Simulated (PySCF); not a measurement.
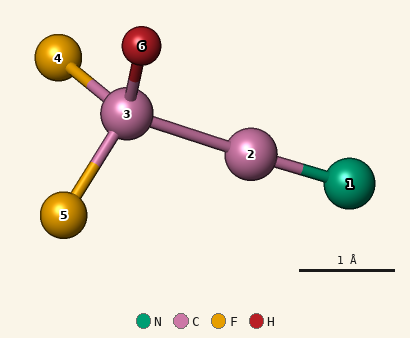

**Figure 1.** The input geometry (ball-and-stick view, seen at a tilt; atoms are numbered from 1 in the order of the input). Bond lengths as drawn: C–C 1.48 Å, C–F 1.34 Å, C–H 1.10 Å and C–N 1.15 Å.

**NMR shielding calculation, with input and output: C$_{2}$HF$_{2}$N**

- system: C$_{2}$HF$_{2}$N (Difluoroacetonitrile)
- method: GIAO CAM-B3LYP/pcSseg-2 NMR shielding, non-relativistic, gas phase (PySCF 2.14.0)

The geometry comes from this level: PBE0-D3(BJ)/def2-SVP. Figures and captions count atoms from 1; the log counts them from 0 in places.

## The program's output
```
coarse grid: 6032 points
cycle   1  E = -331.0900684862  dE =  7.919e-01  |g| = 9.088e-01  |ddm| = 1.769e+00
cycle   2  E = -330.8757937702  dE =  2.143e-01  |g| = 1.453e+00  |ddm| = 1.023e+00
cycle   3  E = -331.2398267159  dE = -3.640e-01  |g| = 1.728e-01  |ddm| = 6.673e-01
cycle   4  E = -331.2444482510  dE = -4.622e-03  |g| = 7.470e-02  |ddm| = 1.091e-01
cycle   5  E = -331.2454898799  dE = -1.042e-03  |g| = 1.353e-02  |ddm| = 4.214e-02
cycle   6  E = -331.2455185013  dE = -2.862e-05  |g| = 2.334e-03  |ddm| = 7.946e-03
cycle   7  E = -331.2455198533  dE = -1.352e-06  |g| = 4.491e-04  |ddm| = 2.459e-03
final grid: 61992 points
cycle   8  E = -331.2465344471  dE = -3.494e-05  |g| = 3.061e-03  |ddm| = 1.772e-02
cycle   9  E = -331.2465339586  dE =  4.885e-07  |g| = 3.668e-03  |ddm| = 2.653e-03
cycle  10  E = -331.2465358252  dE = -1.867e-06  |g| = 3.916e-04  |ddm| = 1.395e-03
cycle  11  E = -331.2465358260  dE = -7.767e-10  |g| = 3.906e-04  |ddm| = 3.633e-04
cycle  12  E = -331.2465358553  dE = -2.925e-08  |g| = 4.922e-05  |ddm| = 2.036e-04
cycle  13  E = -331.2465358558  dE = -5.165e-10  |g| = 1.041e-05  |ddm| = 4.271e-05
```

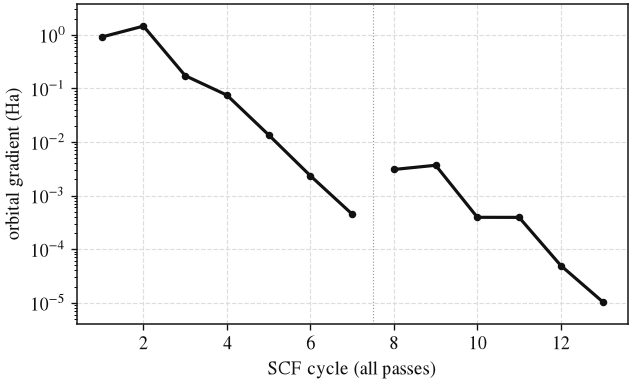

**Figure 2.** Convergence of the self-consistent field: orbital gradient against the SCF cycle. The dotted line marks the change from a coarse to the final integration grid. The first 7 cycles use a coarse grid, the final grid takes over at cycle 8, and the field converges after 13 cycles in all.

```
converged SCF energy = -331.2465358558

GIAO shielding tensors (ppm)
atom      isotropic    diamagn.    paramagn.     s11        s22        s33       span
  0 N      -57.281     329.410    -386.691   -226.163   -223.479    277.800    503.964
  1 C       61.042     264.598    -203.556    -58.361    -54.508    295.995    354.356
  2 C       74.946     234.367    -159.421     51.806     75.373     97.658     45.851
  3 F      305.738     467.205    -161.466    187.784    333.280    396.151    208.367
  4 F      305.601     467.086    -161.485    187.359    333.590    395.854    208.495
  5 H       25.285      27.678      -2.393     23.439     23.771     28.645      5.206
```

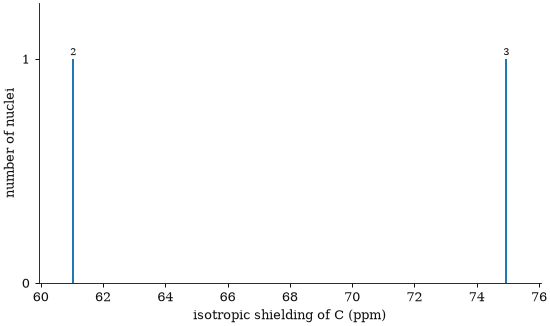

**Figure 3.** Isotropic shieldings of the carbon nuclei in this fixed geometry, labelled by atom number; shielding grows to the right, so chemical shift grows to the left. The least shielded is C2 (61.0 ppm), the most shielded C3 (74.9 ppm).

The run was set up as follows.

## Input
```
{"job": {"kind": "nmr", "xc": "CAM-B3LYP", "basis": "pcSseg-2", "pop": false}, "charge": 0, "multiplicity": 1}
N      2.171056     0.050822    -0.086527
C      1.017608     0.014817    -0.048614
C     -0.458632    -0.035278     0.051457
F     -0.980419     1.099774    -0.431444
F     -0.923182    -1.071278    -0.660115
H     -0.763313    -0.154886     1.105973
```

The first line tells a small driver script what to run in PySCF; the rest is the geometry in Å.

Launch command:
```bash
OMP_NUM_THREADS=1 python <driver script> task.json out
```

## Summary

| quantity | value |
| --- | --- |
| outcome | converged |
| total energy | −331.246536 hartree |
| HOMO | −12.16 eV |
| LUMO | 0.40 eV |
| dipole moment | 2.54 D |
| isotropic shielding, N | −57.3 ppm |
| isotropic shielding, C | 61.0 to 74.9 ppm |
| isotropic shielding, F | 305.6 to 305.7 ppm |
| isotropic shielding, H | 25.3 ppm |
| hardware | 1 CPU thread, shared host |
| wall time | 13 s |
| peak memory | 0.76 GiB |
